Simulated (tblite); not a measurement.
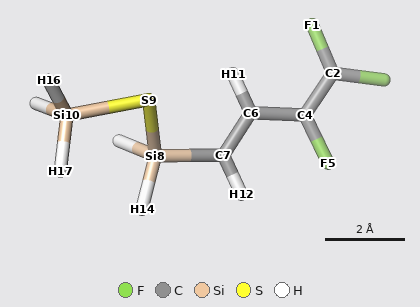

Figure 1. The starting structure (stick view, seen at a tilt; atoms are numbered from 1 in the order of the input). Bond lengths as drawn: C–C 1.33 to 1.45 Å, C–F 1.34 to 1.37 Å, C–H 1.09 Å, C–Si 1.82 Å, H–Si 1.48 to 1.49 Å and S–Si 2.13 to 2.14 Å.

# Geometry relaxation, with input and output: C₄H₇F₃SSi₂ (part 1 of 3)

C₄H₇F₃SSi₂, computed with GFN2-xTB geometry optimisation, gas phase (tblite 0.8.0).

It belongs to a series of runs on one base structure; here: H on C replaced by CF=CF2.

### Input
```
{"job": {"kind": "relax", "xc": "GFN2-xTB", "basis": "xTB"}, "charge": 0, "multiplicity": 1}
F      3.226000     2.424000     0.742800
C      3.737000     1.220900     0.442300
F      5.081900     1.019300     0.576600
C      2.958600     0.219900     0.032600
F      3.532500    -0.981300    -0.236300
C      1.520300     0.309100    -0.129300
C      0.758700    -0.711800    -0.537100
Si    -1.051000    -0.680000    -0.766600
S     -1.935800     0.042000     1.029200
Si    -3.945100    -0.129500     0.310800
H      1.075900     1.275000     0.104700
H      1.197500    -1.683200    -0.755400
H     -1.406600     0.223500    -1.881000
H     -1.542500    -2.055700    -1.052100
H     -4.113400     0.734300    -0.892600
H     -4.874700     0.326600     1.379500
H     -4.226500    -1.541300    -0.025200
```

The first line tells a small driver script what to run in tblite; the rest is the geometry in Å.

Machine: 1 CPU thread, shared host.

Run as:
```bash
OMP_NUM_THREADS=1 python <driver script> task.json out
```

### Log
```
step      E/eV     max force
  0    -898.56199    1.660
  1    -898.66855    1.032
  2    -898.73038    0.589
  3    -898.75722    0.441
  4    -898.77932    0.302
  5    -898.78739    0.236
  6    -898.79191    0.183
  7    -898.79565    0.201
  8    -898.79914    0.136
  9    -898.80170    0.153
 10    -898.80372    0.129
 11    -898.80569    0.112
 12    -898.80762    0.124
 13    -898.80961    0.114
 14    -898.81169    0.136
 15    -898.81397    0.163
 16    -898.81658    0.162
 17    -898.81955    0.166
 18    -898.82249    0.149
 19    -898.82467    0.114
 20    -898.82596    0.122
 21    -898.82692    0.093
 22    -898.82789    0.080
 23    -898.82888    0.084
 24    -898.82988    0.091
 25    -898.83084    0.080
 26    -898.83169    0.087
 27    -898.83235    0.071
 28    -898.83276    0.057
 29    -898.83299    0.046
 30    -898.83322    0.050
 31    -898.83352    0.058
 32    -898.83388    0.062
 33    -898.83420    0.054
 34    -898.83441    0.034
 35    -898.83459    0.036
 36    -898.83478    0.045
 37    -898.83501    0.052
 38    -898.83523    0.035
 39    -898.83542    0.036
 40    -898.83564    0.045
 41    -898.83593    0.055
 42    -898.83633    0.061
 43    -898.83682    0.057
 44    -898.83737    0.062
 45    -898.83800    0.063
 46    -898.83868    0.077
 47    -898.83925    0.064
 48    -898.83962    0.064
 49    -898.83991    0.054
 50    -898.84026    0.054
 51    -898.84080    0.072
 52    -898.84144    0.059
 53    -898.84193    0.043
 54    -898.84223    0.042
 55    -898.84249    0.044
 56    -898.84281    0.047
 57    -898.84320    0.052
 58    -898.84363    0.048
 59    -898.84407    0.056
 60    -898.84449    0.060
 61    -898.84488    0.050
 62    -898.84522    0.043
 63    -898.84556    0.062
 64    -898.84597    0.082
 65    -898.84644    0.076
 66    -898.84680    0.037
 67    -898.84700    0.036
 68    -898.84711    0.036
 69    -898.84724    0.032
 70    -898.84742    0.032
 71    -898.84768    0.028
 72    -898.84786    0.028
 73    -898.84802    0.030
 74    -898.84818    0.030
 75    -898.84835    0.028
 76    -898.84854    0.031
 77    -898.84873    0.033
 78    -898.84890    0.032
 79    -898.84907    0.031
 80    -898.84927    0.030
 81    -898.84956    0.047
 82    -898.85005    0.063
 83    -898.85082    0.076
 84    -898.85184    0.101
 85    -898.85298    0.115
 86    -898.85423    0.110
 87    -898.85567    0.106
 88    -898.85757    0.148
 89    -898.85765    0.201
 90    -898.86084    0.091
 91    -898.86220    0.091
 92    -898.86412    0.096
 93    -898.86497    0.107
 94    -898.86566    0.063
 95    -898.86665    0.048
 96    -898.86752    0.069
 97    -898.86818    0.066
 98    -898.86865    0.068
 99    -898.86922    0.064
100    -898.86967    0.059
101    -898.87022    0.057
102    -898.87051    0.051
103    -898.87088    0.044
104    -898.87128    0.038
105    -898.87146    0.039
106    -898.87169    0.046
107    -898.87188    0.035
108    -898.87213    0.041
109    -898.87238    0.055
110    -898.87303    0.081
111    -898.87418    0.087
112    -898.87524    0.070
113    -898.87590    0.054
114    -898.87623    0.046
115    -898.87643    0.042
116    -898.87672    0.038
117    -898.87712    0.038
118    -898.87758    0.045
119    -898.87802    0.045
120    -898.87835    0.034
121    -898.87854    0.040
122    -898.87866    0.029
123    -898.87875    0.018
124    -898.87886    0.021
125    -898.87896    0.022
126    -898.87905    0.024
127    -898.87913    0.023
128    -898.87922    0.027
129    -898.87932    0.025
130    -898.87943    0.022
131    -898.87952    0.025
132    -898.87960    0.019
133    -898.87966    0.015
134    -898.87971    0.013
135    -898.87974    0.014
136    -898.87977    0.017
137    -898.87982    0.019
138    -898.87991    0.022
139    -898.88004    0.029
140    -898.88022    0.031
141    -898.88041    0.032
142    -898.88062    0.044
143    -898.88088    0.048
144    -898.88114    0.045
145    -898.88135    0.043
146    -898.88151    0.030
147    -898.88164    0.030
148    -898.88177    0.032
149    -898.88193    0.044
150    -898.88208    0.035
151    -898.88223    0.031
152    -898.88238    0.034
153    -898.88251    0.031
154    -898.88261    0.031
155    -898.88269    0.025
156    -898.88276    0.018
157    -898.88282    0.015
158    -898.88288    0.015
159    -898.88292    0.014
160    -898.88297    0.015
161    -898.88301    0.012
162    -898.88304    0.010
```

### Trajectory as extended XYZ (Å, eV, eV/Å), 29 of the 163 frames kept, from step=0 to step=162
```
17
Properties=species:S:1:pos:R:3:forces:R:3 step=0 energy=-898.56199
F     3.2260    2.4240    0.7428    0.9620  -0.5790  -0.0810
C     3.7370    1.2209    0.4423    0.8590  -0.2430   0.1110
F     5.0819    1.0193    0.5766   -1.3260   0.9940   0.0900
C     2.9586    0.2199    0.0326   -0.5110  -0.5870  -0.1630
F     3.5325   -0.9813   -0.2363   -0.1570   0.4990   0.0790
C     1.5203    0.3091   -0.1293   -0.0630  -0.0660  -0.0780
C     0.7587   -0.7118   -0.5371    1.0850  -0.2680   0.1860
Si   -1.0510   -0.6800   -0.7666   -1.1210  -0.2110  -0.7230
S    -1.9358    0.0420    1.0292   -0.1800   0.0740   0.1230
Si   -3.9451   -0.1295    0.3108   -1.0480   0.1990  -0.0490
H     1.0759    1.2750    0.1047    0.1870  -0.2490  -0.0430
H     1.1975   -1.6832   -0.7554    0.3020   0.3190   0.0830
H    -1.4066    0.2235   -1.8810    0.0200  -0.1600   0.1970
H    -1.5425   -2.0557   -1.0521    0.1410   0.4260   0.1030
H    -4.1134    0.7343   -0.8926    0.1490  -0.3400   0.4370
H    -4.8747    0.3266    1.3795    0.5460  -0.1610  -0.3420
H    -4.2265   -1.5413   -0.0252    0.1540   0.3530   0.0680
17
Properties=species:S:1:pos:R:3:forces:R:3 step=6 energy=-898.79191
F     3.3109    2.4066    0.7444   -0.0850   0.0240  -0.0100
C     3.7378    1.1895    0.4404    0.0540   0.0220   0.0190
F     5.0499    1.1102    0.5971    0.0250  -0.0330  -0.0070
C     2.9387    0.1978    0.0316    0.1470   0.0800   0.0440
F     3.5287   -0.9837   -0.2431   -0.0570  -0.0100  -0.0170
C     1.5086    0.2959   -0.1355    0.0700  -0.0710   0.0220
C     0.7634   -0.7365   -0.5348    0.1570   0.0550   0.0400
Si   -1.0770   -0.6829   -0.7904   -0.0890  -0.0500  -0.1100
S    -1.9826    0.0419    1.0113    0.0320   0.0210  -0.0060
Si   -3.9981   -0.1233    0.3105   -0.1800   0.0320   0.0150
H     1.0871    1.2611    0.1027   -0.0260  -0.0380  -0.0070
H     1.2582   -1.6716   -0.7483    0.0980  -0.0390   0.0050
H    -1.4169    0.2246   -1.8849   -0.0260  -0.0090  -0.0040
H    -1.5446   -2.0423   -1.0500   -0.0410   0.0160  -0.0170
H    -4.1049    0.7164   -0.8731   -0.0440   0.0240  -0.0510
H    -4.8485    0.3293    1.3893    0.0140   0.0430   0.1130
H    -4.2177   -1.5209   -0.0240   -0.0500  -0.0690  -0.0300
17
Properties=species:S:1:pos:R:3:forces:R:3 step=12 energy=-898.80762
F     3.3042    2.4063    0.7416    0.0060   0.0660   0.0270
C     3.7533    1.1952    0.4463    0.0160  -0.0140  -0.0050
F     5.0662    1.1235    0.6021   -0.0240   0.0170  -0.0030
C     2.9556    0.2030    0.0396    0.0230  -0.0260   0.0030
F     3.5268   -0.9823   -0.2456    0.1090  -0.0590   0.0050
C     1.5252    0.2897   -0.1270   -0.0600   0.0100  -0.0160
C     0.7857   -0.7435   -0.5343    0.0050  -0.0600  -0.0200
Si   -1.0645   -0.6914   -0.8078   -0.0390  -0.0090  -0.0020
S    -2.0007    0.0425    0.9831   -0.0120  -0.0160  -0.0650
Si   -4.0401   -0.1194    0.3136    0.0950   0.0100   0.0390
H     1.0853    1.2458    0.1034   -0.0040   0.0680   0.0390
H     1.2954   -1.6752   -0.7432   -0.0180   0.0050  -0.0010
H    -1.4270    0.2224   -1.8930    0.0490  -0.0440   0.0070
H    -1.5622   -2.0432   -1.0605    0.0330   0.0320  -0.0210
H    -4.1292    0.7159   -0.8773   -0.1030   0.0140   0.0000
H    -4.8399    0.3448    1.4305    0.0180  -0.0010   0.0000
H    -4.2411   -1.5220   -0.0286   -0.0920   0.0090   0.0130
17
Properties=species:S:1:pos:R:3:forces:R:3 step=17 energy=-898.81955
F     3.3015    2.4110    0.7453    0.0240  -0.0180   0.0030
C     3.7605    1.2015    0.4494   -0.0430   0.0200   0.0110
F     5.0732    1.1415    0.6048   -0.0060   0.0190   0.0000
C     2.9723    0.1987    0.0472   -0.0360   0.0330  -0.0080
F     3.5695   -0.9792   -0.2359   -0.0820   0.0690   0.0230
C     1.5353    0.2850   -0.1224    0.0580  -0.0680   0.0130
C     0.8044   -0.7541   -0.5366   -0.0360   0.0340   0.0200
Si   -1.0478   -0.7068   -0.8276    0.0510   0.0190   0.0170
S    -2.0084    0.0399    0.9368    0.0280   0.0280   0.1010
Si   -4.0588   -0.1122    0.3213   -0.0560  -0.0110  -0.0480
H     1.0908    1.2434    0.1193    0.0930  -0.1330  -0.0370
H     1.3204   -1.6842   -0.7416   -0.0270   0.0410  -0.0100
H    -1.4099    0.2013   -1.9067    0.0430   0.0600  -0.1240
H    -1.5656   -2.0410   -1.0862    0.0230  -0.1300  -0.0310
H    -4.2134    0.7165   -0.8691   -0.0360   0.0220   0.0240
H    -4.8145    0.3574    1.4663    0.0240   0.0050   0.0080
H    -4.3165   -1.5067   -0.0214   -0.0210   0.0090   0.0380
17
Properties=species:S:1:pos:R:3:forces:R:3 step=23 energy=-898.82888
F     3.2992    2.4189    0.7517    0.0010  -0.0050   0.0030
C     3.7626    1.2119    0.4561   -0.0280   0.0080   0.0010
F     5.0768    1.1607    0.6064   -0.0200   0.0100   0.0000
C     2.9823    0.2023    0.0545    0.0120  -0.0370   0.0060
F     3.5874   -0.9695   -0.2243    0.0160  -0.0380  -0.0050
C     1.5483    0.2671   -0.1161    0.0010   0.0320   0.0050
C     0.8110   -0.7640   -0.5360    0.0020   0.0210   0.0050
Si   -1.0393   -0.7154   -0.8469   -0.0300  -0.0050  -0.0380
S    -2.0198    0.0390    0.9114    0.0590  -0.0140  -0.0310
Si   -4.0797   -0.1057    0.3243   -0.0720   0.0120   0.0040
H     1.1128    1.2228    0.1264   -0.0650   0.0520   0.0110
H     1.3290   -1.6890   -0.7479   -0.0100  -0.0550  -0.0230
H    -1.3733    0.1915   -1.9460    0.0460  -0.0260   0.0030
H    -1.5477   -2.0610   -1.1122    0.0570   0.0300   0.0080
H    -4.2895    0.7268   -0.8537    0.0210   0.0270   0.0040
H    -4.7865    0.3693    1.4968   -0.0120   0.0180   0.0290
H    -4.3804   -1.4936   -0.0014    0.0230  -0.0290   0.0170
17
Properties=species:S:1:pos:R:3:forces:R:3 step=29 energy=-898.83299
F     3.2912    2.4195    0.7553   -0.0280  -0.0030   0.0000
C     3.7585    1.2141    0.4597    0.0020   0.0000   0.0030
F     5.0734    1.1736    0.6075   -0.0020  -0.0100   0.0010
C     2.9838    0.1988    0.0617    0.0000   0.0030   0.0000
F     3.5934   -0.9711   -0.2179   -0.0090  -0.0050   0.0050
C     1.5496    0.2637   -0.1117   -0.0080  -0.0030  -0.0030
C     0.8153   -0.7671   -0.5375   -0.0040  -0.0040  -0.0140
Si   -1.0307   -0.7179   -0.8653   -0.0210  -0.0080  -0.0200
S    -2.0248    0.0330    0.8835   -0.0060   0.0150  -0.0110
Si   -4.1023   -0.0994    0.3320    0.0400   0.0060   0.0210
H     1.1069    1.2184    0.1305   -0.0110  -0.0100   0.0040
H     1.3223   -1.6977   -0.7572    0.0390   0.0180   0.0170
H    -1.3352    0.1820   -1.9762   -0.0010  -0.0090  -0.0100
H    -1.5148   -2.0709   -1.1246    0.0050   0.0010  -0.0130
H    -4.3170    0.7431   -0.8394    0.0060  -0.0090   0.0200
H    -4.7769    0.3826    1.5228   -0.0050  -0.0010  -0.0090
H    -4.3995   -1.4927    0.0199    0.0030   0.0180   0.0070
17
Properties=species:S:1:pos:R:3:forces:R:3 step=35 energy=-898.83459
F     3.2763    2.4161    0.7568    0.0070   0.0040   0.0020
C     3.7527    1.2137    0.4626   -0.0070  -0.0070   0.0030
F     5.0678    1.1774    0.6100   -0.0140   0.0100   0.0090
C     2.9809    0.1963    0.0653   -0.0190   0.0080   0.0080
F     3.5915   -0.9738   -0.2116   -0.0190   0.0100   0.0030
C     1.5465    0.2620   -0.1107   -0.0100  -0.0020   0.0040
C     0.8177   -0.7694   -0.5437    0.0120  -0.0160   0.0050
Si   -1.0277   -0.7226   -0.8825    0.0350  -0.0080   0.0010
S    -2.0178    0.0398    0.8656    0.0090   0.0060  -0.0040
Si   -4.1015   -0.0937    0.3442    0.0240   0.0020  -0.0010
H     1.0970    1.2126    0.1351    0.0170   0.0030  -0.0040
H     1.3390   -1.6943   -0.7546   -0.0170  -0.0060  -0.0190
H    -1.3199    0.1736   -1.9990   -0.0160  -0.0060  -0.0080
H    -1.5005   -2.0789   -1.1394   -0.0220  -0.0070  -0.0090
H    -4.3275    0.7477   -0.8235    0.0010   0.0120  -0.0140
H    -4.7747    0.3899    1.5343    0.0110   0.0040   0.0170
H    -4.4068   -1.4846    0.0342    0.0080  -0.0080   0.0060
17
Properties=species:S:1:pos:R:3:forces:R:3 step=40 energy=-898.83564
F     3.2677    2.4168    0.7589   -0.0050   0.0110   0.0060
C     3.7444    1.2140    0.4669   -0.0040   0.0170   0.0100
F     5.0590    1.1805    0.6157    0.0070  -0.0040   0.0080
C     2.9725    0.1968    0.0706    0.0170  -0.0080   0.0010
F     3.5800   -0.9740   -0.2071    0.0240  -0.0090   0.0070
C     1.5400    0.2607   -0.1088    0.0100  -0.0060  -0.0040
C     0.8201   -0.7749   -0.5466   -0.0190   0.0200  -0.0160
Si   -1.0219   -0.7290   -0.8941   -0.0360   0.0000   0.0010
S    -2.0039    0.0475    0.8548    0.0160  -0.0060  -0.0080
Si   -4.0905   -0.0884    0.3509   -0.0260   0.0040  -0.0130
H     1.0936    1.2127    0.1358   -0.0300  -0.0150  -0.0050
H     1.3451   -1.6967   -0.7613   -0.0060   0.0010  -0.0020
H    -1.3194    0.1640   -2.0131   -0.0010  -0.0140   0.0030
H    -1.5017   -2.0837   -1.1508   -0.0130   0.0040   0.0030
H    -4.3253    0.7532   -0.8169    0.0060  -0.0070   0.0080
H    -4.7671    0.3935    1.5420    0.0440  -0.0030  -0.0060
H    -4.3995   -1.4809    0.0460    0.0190   0.0130   0.0060
```
